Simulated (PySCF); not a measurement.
## C₈H₂₀Cl₂N₂Sn: excited-state calculation

C₈H₂₀Cl₂N₂Sn (SnCl2(NHtBu)2), SMILES CC(C)(C)[NH][Sn]([Cl])([Cl])[NH]C(C)(C)C, computed with TDDFT CAM-B3LYP/def2-SVPD, vertical, gas phase, core orbitals frozen in the response (PySCF 2.14.0).

The geometry comes from this level: PBE0-D3(BJ)/def2-SVP. It belongs to a series of runs on one base structure; here: two ligands: Me to NHtBu.

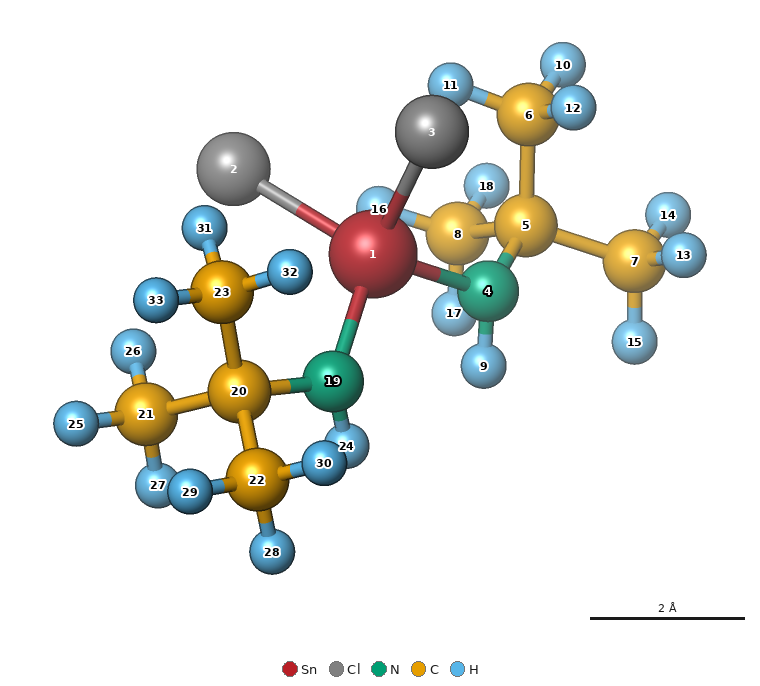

**Figure 1.** The input geometry (ball-and-stick view, seen at a tilt; atoms are numbered from 1 in the order of the input). Sticks mark near contacts.

## Input
```
{"job": {"kind": "uv", "xc": "CAM-B3LYP", "basis": "def2-SVPD", "ip": false, "nstates": 10}, "charge": 0, "multiplicity": 1}
Sn     0.592032    -0.003950    -0.169555
Cl     1.838868    -0.028288     1.853810
Cl     2.260399    -0.001405    -1.805715
N     -0.561938     1.625972    -0.409022
C     -0.157643     2.991015    -0.052281
C      1.303543     3.197366    -0.441474
C     -1.043350     3.942723    -0.859905
C     -0.335099     3.248867     1.447120
H     -1.528644     1.444710    -0.143279
H      1.603137     4.240453    -0.264357
H      1.972480     2.562483     0.163658
H      1.467164     2.960554    -1.502812
H     -0.915256     3.760186    -1.936670
H     -0.794097     4.993093    -0.644556
H     -2.106835     3.792956    -0.612475
H      0.291597     2.559008     2.033109
H     -1.385158     3.097629     1.745899
H     -0.056319     4.280383     1.714062
N     -0.574605    -1.620795    -0.427906
C     -0.179098    -2.989554    -0.076332
C     -0.360266    -3.253715     1.421336
C     -1.068688    -3.932175    -0.890634
C      1.281415    -3.201610    -0.464812
H     -1.541150    -1.434096    -0.165461
H     -0.088101    -4.287996     1.683970
H      0.270268    -2.571320     2.011864
H     -1.409656    -3.096576     1.719692
H     -2.131689    -3.777456    -0.644198
H     -0.825763    -4.985064    -0.680351
H     -0.937684    -3.743666    -1.965964
H      1.953065    -2.574057     0.144982
H      1.447161    -2.960427    -1.524782
H      1.575619    -4.247045    -0.292673
```

The first line tells a small driver script what to run in PySCF; the rest is the geometry in Å.

Run on 2 CPU threads, shared host.

Launch command:
```bash
OMP_NUM_THREADS=2 python <driver script> task.json out
```

## Log
```
coarse grid: 121784 points
cycle   1  E = -1557.6110316702  dE = -1.999e+01  |g| = 3.272e+00  |ddm| = 5.399e+01
cycle   2  E = -1504.2465186253  dE =  5.336e+01  |g| = 1.113e+01  |ddm| = 3.219e+02
cycle   3  E = -1560.2574327307  dE = -5.601e+01  |g| = 8.265e-01  |ddm| = 3.370e+02
cycle   4  E = -1560.3364343914  dE = -7.900e-02  |g| = 5.750e-01  |ddm| = 7.589e+00
cycle   5  E = -1560.4140224007  dE = -7.759e-02  |g| = 8.562e-02  |ddm| = 1.907e+00
cycle   6  E = -1560.4161717863  dE = -2.149e-03  |g| = 2.858e-02  |ddm| = 4.298e-01
cycle   7  E = -1560.4164292707  dE = -2.575e-04  |g| = 9.746e-03  |ddm| = 1.670e-01
cycle   8  E = -1560.4164550118  dE = -2.574e-05  |g| = 3.518e-03  |ddm| = 3.521e-02
cycle   9  E = -1560.4164609019  dE = -5.890e-06  |g| = 1.497e-03  |ddm| = 1.607e-02
final grid: 256624 points
cycle  10  E = -1560.4164052487  dE = -5.980e-07  |g| = 1.739e-03  |ddm| = 3.202e-02
cycle  11  E = -1560.4164047261  dE =  5.226e-07  |g| = 2.435e-03  |ddm| = 9.468e-03
cycle  12  E = -1560.4164060359  dE = -1.310e-06  |g| = 1.787e-04  |ddm| = 5.346e-03
cycle  13  E = -1560.4164060488  dE = -1.291e-08  |g| = 7.210e-05  |ddm| = 7.267e-04
cycle  14  E = -1560.4164060538  dE = -5.022e-09  |g| = 3.275e-05  |ddm| = 5.501e-04
cycle  15  E = -1560.4164060541  dE = -2.979e-10  |g| = 7.930e-06  |ddm| = 1.205e-04
```

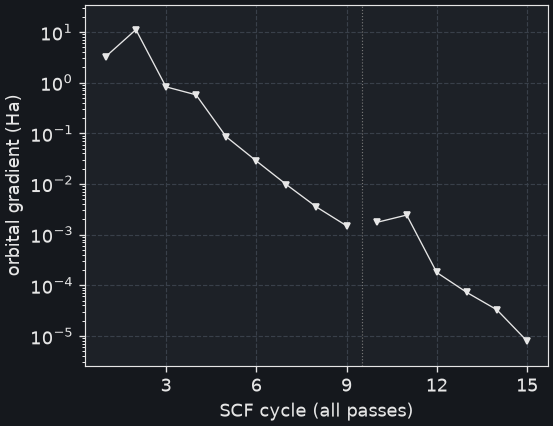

**Figure 2.** Convergence of the self-consistent field: orbital gradient against the SCF cycle. The dotted line marks the change from a coarse to the final integration grid. The first 9 cycles use a coarse grid, the final grid takes over at cycle 10, and the field converges after 15 cycles in all.

```
converged SCF energy = -1560.4164060541

Static polarisability (au): isotropic 179.246, principal 164.361 166.307 207.071

Singlet excitations
state   eV       nm        f      main configurations
  1   4.5406    273.1   0.04507   H->L 0.94
  2   4.9559    250.2   0.05111   H-1->L 0.93
  3   6.0186    206.0   0.05551   H-2->L 0.67, H->L+1 0.16
  4   6.0251    205.8   0.05354   H-3->L 0.89
  5   6.0897    203.6   0.01137   H-4->L 0.55, H->L+1 0.23, H-2->L 0.11
  6   6.1543    201.5   0.01957   H->L+1 0.46, H-4->L 0.35
  7   6.3202    196.2   0.03173   H-5->L 0.82, H-6->L 0.08
  8   6.5140    190.3   0.01095   H-1->L+1 0.78, H->L+2 0.10
  9   7.0892    174.9   0.02870   H->L+3 0.41, H->L+7 0.20, H-1->L+2 0.12
 10   7.1484    173.4   0.00109   H->L+2 0.47, H-1->L+3 0.17, H->L+6 0.09

Triplet excitations (Tamm-Dancoff, eV): 4.0183 4.3559 5.4916 5.5748
```

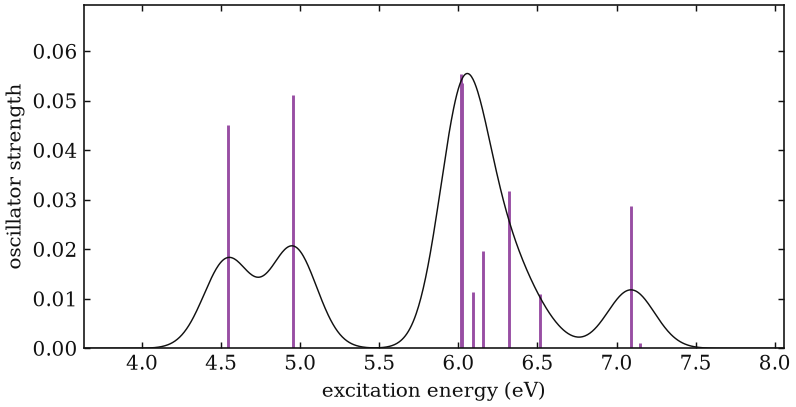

**Figure 3.** Computed excitations as sticks (degenerate states added up, dark ones marked on the axis), with a Gaussian envelope of 0.35 eV full width at half maximum, scaled to the tallest. Of the 10 states the lowest lies at 4.54 eV (f = 0.045); the strongest line is at 6.02 eV, or 206 nm (f = 0.056).

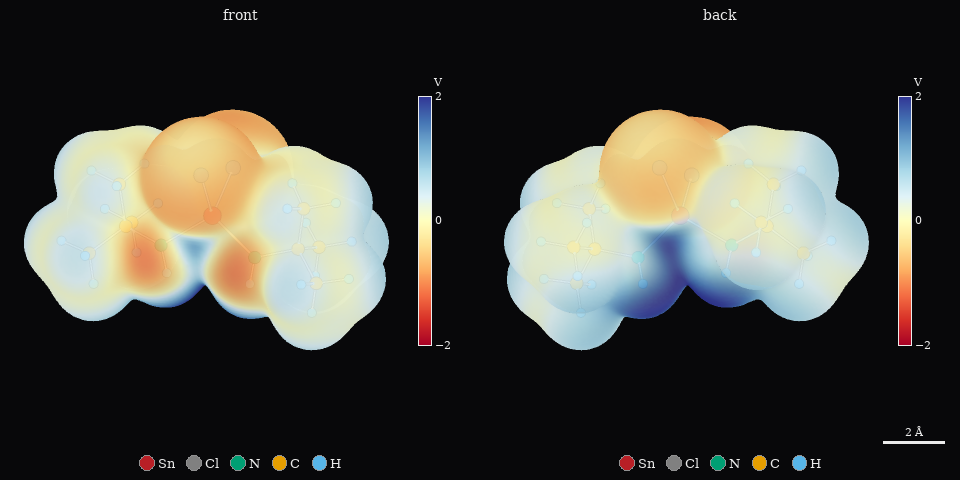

**Figure 4.** The molecular electrostatic potential painted on the density surface at 0.002 e/bohr³, seen at a tilt and from behind; the colour scale runs from red (negative) to blue (positive).

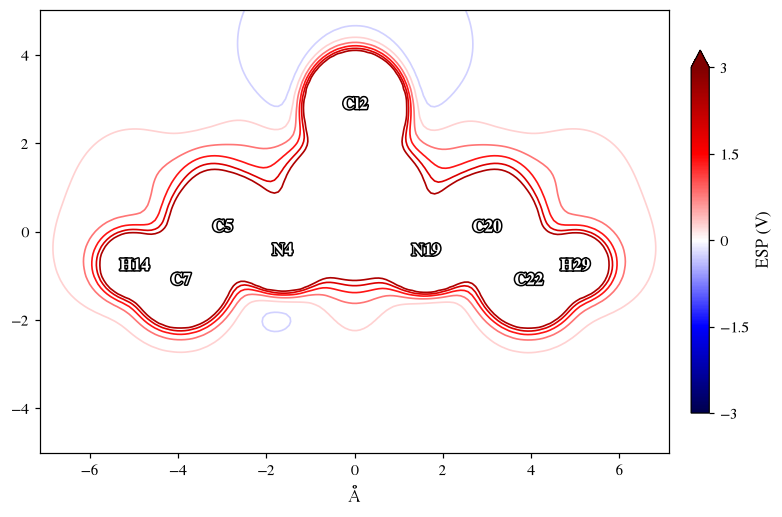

**Figure 5.** Molecular electrostatic potential on the plane of atoms C5, C7 and H14.

## Key numbers

```tsv
quantity	value
outcome	converged
total energy	−1560.416406 hartree
HOMO	−8.44 eV
LUMO	−0.74 eV
dipole moment	3.36 D
mean polarisability	179.25 a.u.
lowest singlet excitation	4.54 eV
wall time	11 min (CPU time 23 min)
peak memory	4.3 GiB
```

## Notes

Spin–orbit coupling is left out, which matters for the heavy atoms.
